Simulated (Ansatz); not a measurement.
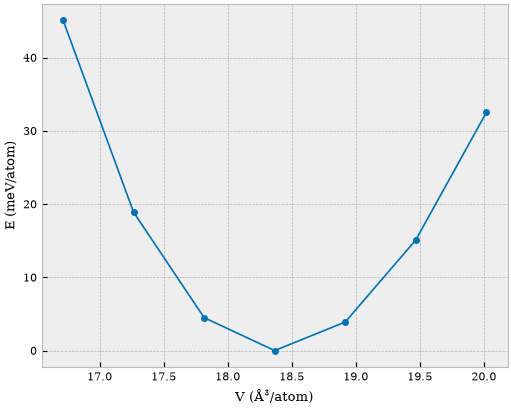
Figure. BiB (rock salt, Fm-3m) under volume change, PBE (plane waves, PAW; program Ansatz), scaled uniformly.

Question: What does a third-order Birch–Murnaghan fit give for V₀, B₀ and B′?

Answer: V₀ = 18.37 Å³/atom, B₀ = 81.7 GPa, B′ = 4.3.

The cell is a constructed one: a structure type filled with these elements; neither database checked (COD, Materials Project) lists it. Its standing as an ambient phase is unchecked. Symmetry was held in the PBE relaxation; its stability against distortions is not shown here. Scalar-relativistic: spin–orbit coupling is off unless named, which matters more the heavier the elements.

Potentials: the later of the program's two PAW sets.
